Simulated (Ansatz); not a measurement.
```yaml
atoms:
  - { symbol: Si, position_ang: [0.2141, -0.0311, -0.5348] }
  - { symbol: N, position_ang: [-0.3525, -0.2771, 1.2311] }
  - { symbol: H, position_ang: [1.6467, -0.1696, -0.0592] }
  - { symbol: H, position_ang: [-0.7395, -1.1304, -0.9586] }
  - { symbol: H, position_ang: [-0.2962, 1.3923, -0.7017] }
  - { symbol: H, position_ang: [-1.3593, -0.1758, 1.3308] }
  - { symbol: H, position_ang: [0.0644, 0.3975, 1.8674] }
```

Geometry: PBE0-D4/def2-TZVP.

Method: Ansatz 0.2.0, RKS PBE0-D4/def2-TZVPPD.

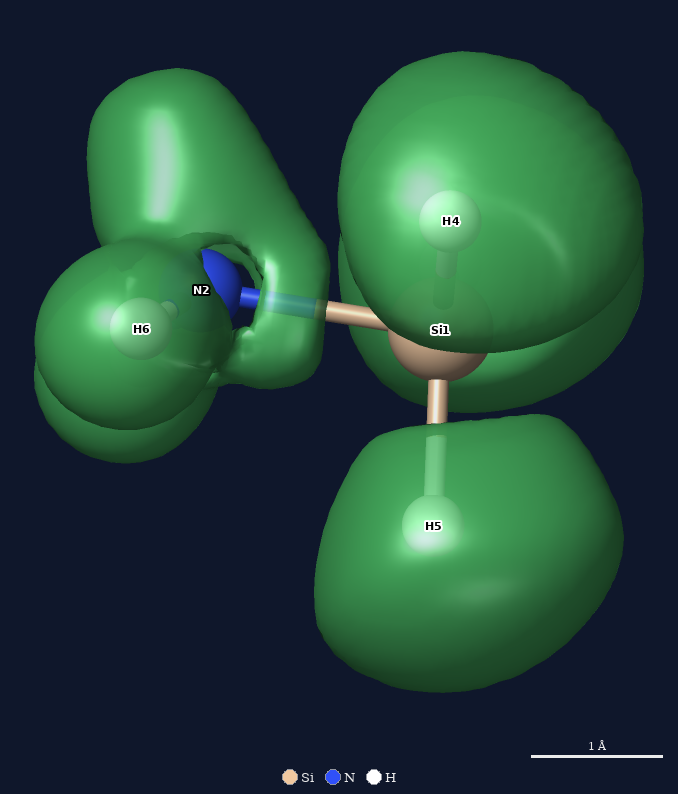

H$_{5}$NSi. Isosurface of the electron localisation function at 0.75 (green), seen from one side. Core shells and regions of very low density are left out.

Question: Describe the localisation domains.

Answer: At this value the surface marks out three regions around hydrogen nuclei and one joined region spread over several atoms (H, N), in which their bonds and any lone pairs are merged. Along the contacts the grid gives the following. Si–N (1.87 Å): the ELF peaks at about 0.90 between the atoms (a polar covalent bond). N–H (1.02 Å): the ELF climbs to about 1 towards the hydrogen, as it does in any bond to H; an ordinary covalent bond to hydrogen.
